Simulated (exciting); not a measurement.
Consider Lu2SeO2, space group P-3m1.

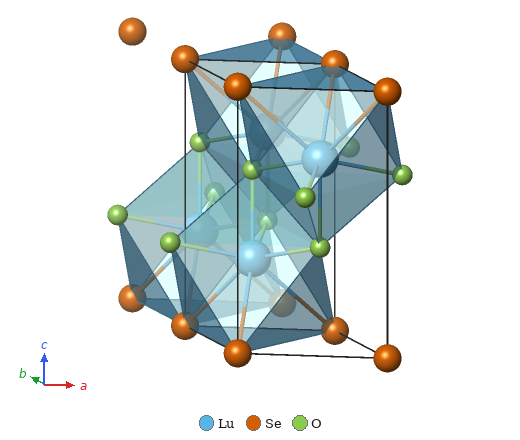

The structure (lutetium blue, selenium orange, oxygen green). Bonds to atoms that aren't drawn are left out. 1×2×1 cells are drawn. Some periodic images of atoms are drawn too.

```
Lu Se O
1.0
     3.71608    0.00000    0.00000
    -1.85804    3.21822    0.00000
     0.00000    0.00000    6.64684
Lu Se O
2 1 2
Direct
  0.66667 0.33333 0.70680
  0.33333 0.66667 0.29320
  0.00000 0.00000 0.00000
  0.66667 0.33333 0.37490
  0.33333 0.66667 0.62510
```

Absorber: atom 3, with 6 Lu at 2.90 Å, 6 O at 3.29 Å and 6 Se at 3.72 Å (18-fold, site symmetry -3m). Method: exciting, all-electron LAPW+lo, LDA, exchange and screened direct term (singlet BSE), 4×4×2 shifted k points, 38 conduction bands, |G+q| up to 3 bohr⁻¹, full RPA screening with nempty = 65, Lorentzian half width 1.17 eV.

Question: What does the Se K spectrum look like, and is there a bound core exciton?

Bound core exciton? Undecided on this mesh: the first bright state (over 5 % of the brightest) lies at 0.24 eV from the Kohn–Sham onset and at -0.13 eV from the lowest bare transition of its own mesh; weaker or dark states reach down to -0.22 eV. Maxima (height): 4.8 eV (1.00) and 19.2 eV (0.27).

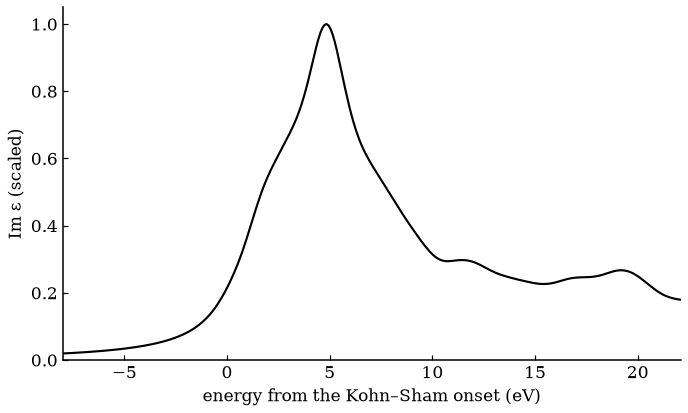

Energy from the Kohn–Sham onset, core level to the lowest empty state found on the meshes used; Im ε in relative units.

Binding energies aren't converged on 32 k points, and fine structure above the first lines is partly noise of the mesh. The kernel cutoff is low for a compact core orbital, so the effect of exchange is a lower bound. The zero comes from the unshifted 5×5×2 ground-state mesh; it is exact only where the band minimum lies on that mesh. The Kohn–Sham onset, 12474 eV, is no photon energy (tabulated edge of the element: 12658 eV): the scale needs a rigid shift. No quasiparticle correction widens the gap or stretches the bands. Vibrations and energy-dependent lifetimes are left out. The structure is a Materials Project entry, computed there, and may be a hypothetical form.

[Banner, clock and machine lines of the logs are left out without a mark of their own.]

[Logs are printed without paths, hosts, clocks, repeated set-up lines and the standing remarks that a program may print on its own settings, such as how far it seeks lower states.]

[Hosts, paths, dates, database ids (printed as entryN), source tags and the programs' standing remarks are cut or masked in the printed files.]
